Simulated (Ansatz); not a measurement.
**AlNH3O: phonon calculation**

- system: AlNH3O, multiplicity 2, SMILES [NH2][Al][OH]
- method: UKS B3LYP-D4/def2-TZVP (Ansatz 0.2.0)

It belongs to a series of runs on one base structure; here: vibrations at the highest image of the band. Figures and captions count atoms from 1; the log counts them from 0 in places.

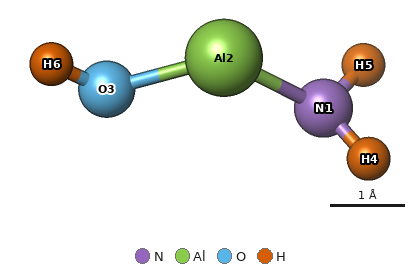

Figure 1. The structure (ball-and-stick view, seen at a tilt; atoms are numbered from 1 in the order of the input). Sticks mark near contacts. Bond lengths as drawn: Al–N 1.80 Å, Al–O 1.71 Å, H–N 1.01 Å and H–O 0.96 Å.

## Key numbers

| quantity | value |
| --- | --- |
| outcome | converged |
| total energy | −10186.6009 eV |
| mean-field energy | −10186.4652 eV |
| ⟨S²⟩ | 0.752 |
| largest force (length of the vector) | under 0.001 eV/Å |
| hardware | 2 threads of AMD EPYC (Zen 5), 16 GiB of memory available, shared host |
| wall time | 17 s (CPU time 32 s) |
| peak memory | 0.23 GiB |

## The input
```yaml
crystal:
  periodic: [false, false, false]
  atoms:
    - { symbol: "N", position_ang: [-1.027104, 0.147905, -0.658294] }
    - { symbol: Al, position_ang: [0.721178, -0.024511, -0.264676] }
    - { symbol: O, position_ang: [1.173224, -0.276195, 1.366022] }
    - { symbol: H, position_ang: [-1.514441, -0.579454, -1.165474] }
    - { symbol: H, position_ang: [-1.40401, 1.041783, -0.945876] }
    - { symbol: H, position_ang: [2.093153, -0.373628, 1.622098] }
magnetization:
  spin_polarized: true
  initial_magnetization: 1
basis:
  gaussian: { orbitals: def2-TZVP }
hamiltonian:
  xc: b3lyp
  dispersion: d4
phonons: {}
```

Command:
```bash
ansatz run input.yaml --threads 2 --pin off --max-ram 3072MiB --backend cpu --events-out ev --progress --plain --runs-dir out
```

## Output
```
Engine: ansatz 0.2.0, x86_64-unknown-linux-gnu
Functional definition: B3LYP
  parameter a0 = 0.2
  parameter ax = 0.72
  parameter ac = 0.81
  exchange = (1 - a0 - ax)*slater_x + ax*b88_x + a0*exact_x
  correlation = (1 - ac)*vwn_rpa_c + ac*lyp_c
697 factors; their error is unknown
mean field evaluation 1: about -10171.2785 eV, gradient 6.5e1 eV
mean field evaluation 2: about -10106.1960 eV, gradient 1.3e2 eV
mean field evaluation 4: about -10185.8128 eV, gradient 1.3e1 eV
mean field evaluation 8: about -10186.4648 eV, gradient 2.0e-1 eV
mean field evaluation 16: about -10186.4650 eV, gradient 5.6e-5 eV
mean field -10186.46496691 eV, -374.3456829001 hartree, gradient 5.6e-5 eV, S^2 0.752426; 0 other end points of the search recorded, 0 dependent functions left out
the calculation of the forces begins
reference -10186.46518642 eV, -374.3456909667 hartree; 16, 15 occupied and 101, 102 virtual orbitals, 697 factors
these checks for a lower state are left out or cut short: stability, starts, cluster_reference, orbital_swaps, neighbouring_geometries, increment
697 factors; their error is unknown
mean field -10186.46481385 eV, -374.3456772753 hartree, gradient 1.4e-6 eV, S^2 0.752413; 0 other end points of the search recorded, 0 dependent functions left out
[... from here on the field's lines of each further geometry are left out, up to the last ...]
the calculation of the forces begins
reference -10186.46516606 eV, -374.3456902188 hartree; 16, 15 occupied and 101, 102 virtual orbitals, 697 factors
these checks for a lower state are left out or cut short: stability, starts, cluster_reference, orbital_swaps, neighbouring_geometries, increment
697 factors; their error is unknown
mean field -10186.46495193 eV, -374.3456823493 hartree, gradient 1.5e-6 eV, S^2 0.752425; 0 other end points of the search recorded, 0 dependent functions left out
the calculation of the forces begins
reference -10186.46517142 eV, -374.3456904156 hartree; 16, 15 occupied and 101, 102 virtual orbitals, 697 factors
WARN: phonons: modes at or below zero, which the zero-point energy, F, S and C_V leave out: 1, the lowest at -307.69 cm⁻¹. A minimum has none, and a first-order saddle one
Total energy: -10186.60086595 eV, -374.3506770977 hartree
Atom 0 at    -1.027104     0.147905    -0.658294 Å, force    -0.000031     0.000012    -0.000031 eV/Å
Atom 1 at     0.721178    -0.024511    -0.264676 Å, force     0.000113    -0.000005    -0.000053 eV/Å
Atom 2 at     1.173224    -0.276195     1.366022 Å, force     0.000002    -0.000052     0.000071 eV/Å
Atom 3 at    -1.514441    -0.579454    -1.165474 Å, force    -0.000044    -0.000031     0.000007 eV/Å
Atom 4 at    -1.404010     1.041783    -0.945876 Å, force    -0.000026     0.000039     0.000010 eV/Å
Atom 5 at     2.093153    -0.373628     1.622098 Å, force    -0.000014     0.000038    -0.000003 eV/Å
Dipole moment:     0.119111     0.032685    -0.301356 e Å
Vibrations: -307.69 230.09 342.91 377.54 611.91 635.96 693.52 851.98 1562.50 3521.71 3603.21 3876.61 cm⁻¹, zero-point energy 1.010963 eV
```

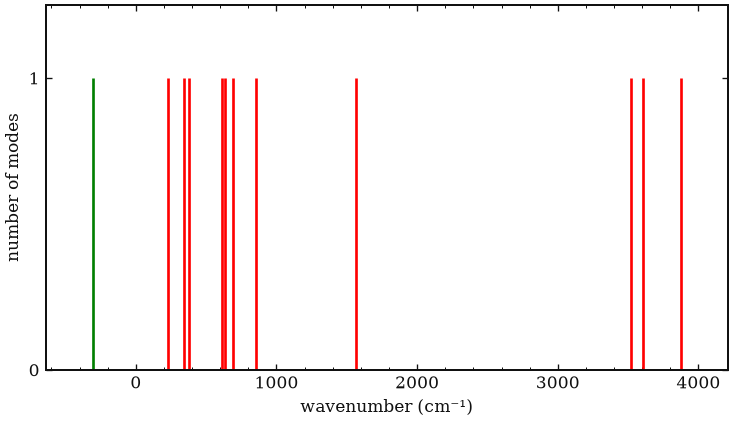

Figure 2. Harmonic vibrational wavenumbers from the force constants; neighbouring modes closer than 19 cm⁻¹ are counted in one stick, and imaginary ones are drawn at negative wavenumbers. 12 modes from 308i to 3877 cm⁻¹, 1 imaginary beyond 8i (308i cm⁻¹): a first-order saddle point, if the geometry is stationary.
